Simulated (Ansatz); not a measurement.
## Run report: CH5FOSi, frequency calculation

CH5FOSi, computed with B3LYP/6-31G*, RKS (Ansatz 0.2.0).

The geometry was optimised with B3LYP/6-31G*. Figures and captions count atoms from 1; the log counts them from 0 in places.

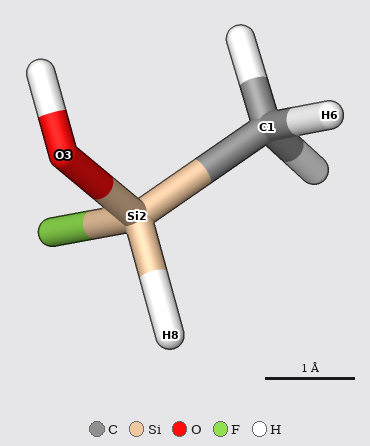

Figure 1. The structure as given in the input (stick view, seen at a tilt; atoms are numbered from 1 in the order of the input). Bond lengths as drawn: C–H 1.10 Å, C–Si 1.87 Å, F–Si 1.62 Å, H–O 0.97 Å, H–Si 1.48 Å and O–Si 1.66 Å.

The input
```yaml
crystal:
  periodic: [false, false, false]
  atoms:
    - {symbol: C, position_ang: [-1.062739, 0.383249, 0.204306]}
    - {symbol: Si, position_ang: [0.607638, -0.063757, -0.504118]}
    - {symbol: O, position_ang: [1.721772, -0.426583, 0.664975]}
    - {symbol: F, position_ang: [0.392700, -1.334058, -1.481024]}
    - {symbol: H, position_ang: [-1.774974, 0.621221, -0.594252]}
    - {symbol: H, position_ang: [-0.985698, 1.258854, 0.859029]}
    - {symbol: H, position_ang: [-1.490605, -0.439430, 0.789912]}
    - {symbol: H, position_ang: [1.220867, 1.027658, -1.290781]}
    - {symbol: H, position_ang: [1.459639, -1.073254, 1.334854]}
basis:
  gaussian:
    orbitals: "6-31G*"
phonons:
  temperatures:
    t_min: 298.15
    t_max: 298.15
    t_step: 1
hamiltonian:
  xc: {name: B3LYP}
```

Run as:
```bash
ansatz run job.yaml --threads 1 --pin off --max-ram 3480MiB --events-out events.jsonl --progress --plain --runs-dir runs
```

The program's output
```
Functional definition: B3LYP
  name "B3LYP"
  parameter a0 = 0.2
  parameter ax = 0.72
  parameter ac = 0.81
  exchange = (1 - a0 - ax)*slater_x + ax*b88_x + a0*exact_x
  correlation = (1 - ac)*vwn_rpa_c + ac*lyp_c
779 factors; integrals over basis functions are off by at most 3.7e-4 eV
mean field evaluation 1: about -13754.9605 eV, gradient 6.7e1 eV
mean field evaluation 2: about -13746.9648 eV, gradient 9.4e1 eV
mean field evaluation 4: about -13763.1526 eV, gradient 2.9e0 eV
mean field evaluation 8: about -13763.1770 eV, gradient 2.9e-2 eV
mean field -13763.17696215 eV, -505.7874243424 hartree, gradient 2.6e-5 eV, S^2 0.000000; 0 other end points of the search recorded, 0 dependent functions left out
the calculation of the forces begins
reference -13763.17717202 eV, -505.7874320551 hartree; 21, 21 occupied and 53, 53 virtual orbitals, 779 factors
these checks for a lower state are left out or cut short: stability, starts, cluster_reference, orbital_swaps, neighbouring_geometries, increment
779 factors; integrals over basis functions are off by at most 3.7e-4 eV
mean field evaluation 16: about -13763.1768 eV, gradient 1.0e-1 eV
mean field -13763.17683038 eV, -505.7874195001 hartree, gradient 2.7e-6 eV, S^2 0.000000; 0 other end points of the search recorded, 0 dependent functions left out
[... from here on the field's lines of each further geometry are left out, up to the last ...]
the calculation of the forces begins
reference -13763.17709391 eV, -505.7874291849 hartree; 21, 21 occupied and 53, 53 virtual orbitals, 779 factors
these checks for a lower state are left out or cut short: stability, starts, cluster_reference, orbital_swaps, neighbouring_geometries, increment
779 factors; integrals over basis functions are off by at most 3.7e-4 eV
mean field -13763.17687964 eV, -505.7874213104 hartree, gradient 1.5e-6 eV, S^2 0.000000; 0 other end points of the search recorded, 0 dependent functions left out
the calculation of the forces begins
reference -13763.17708949 eV, -505.7874290223 hartree; 21, 21 occupied and 53, 53 virtual orbitals, 779 factors
Total energy: -13763.17717202 eV, -505.7874320551 hartree
Atom 0 at    -1.062739     0.383249     0.204306 Å, force    -0.000230    -0.000208     0.000031 eV/Å
Atom 1 at     0.607638    -0.063757    -0.504118 Å, force     0.000740    -0.000664     0.000017 eV/Å
Atom 2 at     1.721772    -0.426583     0.664975 Å, force     0.000430     0.000657    -0.000823 eV/Å
Atom 3 at     0.392700    -1.334058    -1.481024 Å, force     0.000313     0.000938    -0.000845 eV/Å
Atom 4 at    -1.774974     0.621221    -0.594252 Å, force    -0.000076    -0.000054     0.000281 eV/Å
Atom 5 at    -0.985698     1.258854     0.859029 Å, force    -0.000212     0.000243    -0.000094 eV/Å
Atom 6 at    -1.490605    -0.439430     0.789912 Å, force    -0.000350     0.000257     0.000382 eV/Å
Atom 7 at     1.220867     1.027658    -1.290781 Å, force    -0.000214    -0.000969     0.000246 eV/Å
Atom 8 at     1.459639    -1.073254     1.334854 Å, force    -0.000401    -0.000201     0.000806 eV/Å
Dipole moment:    -0.306114     0.038774     0.348691 e Å
Vibrations: 147.20 204.06 244.76 310.34 343.19 659.13 729.50 782.17 840.96 861.79 911.40 942.10 982.93 1343.91 1491.80 1495.45 2307.74 3047.54 3119.71 3126.54 3807.45 cm⁻¹, zero-point energy 1.717162 eV
```

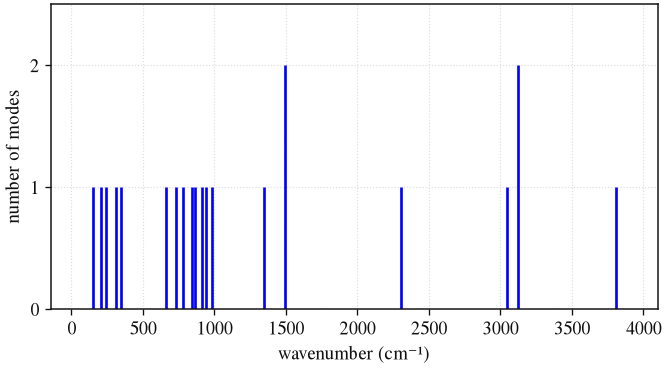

Figure 2. Harmonic vibrational wavenumbers from the force constants; neighbouring modes closer than 17 cm⁻¹ are counted in one stick. 21 modes from 147 to 3807 cm⁻¹, none imaginary.

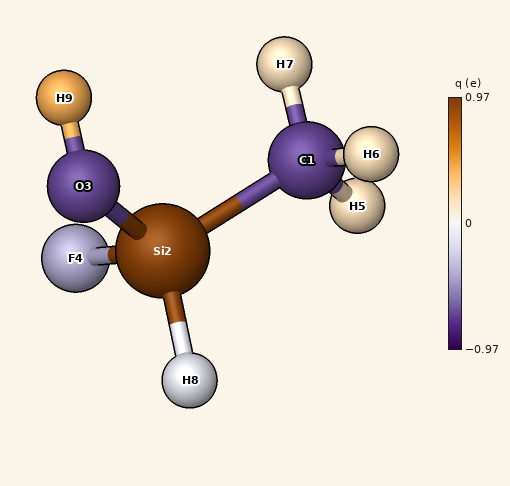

Figure 3. Mulliken charges, as the colour of each atom (ball-and-stick view, seen at a tilt; atoms are numbered from 1 in the order of the input; Mulliken charges depend strongly on the basis). By element: C −0.70, Si +0.92, O −0.69, F −0.38 and H −0.10 to +0.42 e.

Key numbers

| quantity | value |
| --- | --- |
| outcome | converged |
| total energy | −505.787432 hartree |
| basis functions | 74 |
| largest force | 0.001 eV/Å |
| zero-point energy | 0.063105 hartree |
| dipole moment | 2.24 D |
| wavenumbers, lowest and highest | 147 and 3807 cm⁻¹ |
| hardware | 1 thread of Arm Neoverse V2, 24 GiB of memory available, shared host |
| wall time | 86 s |
| peak memory | 0.14 GiB |
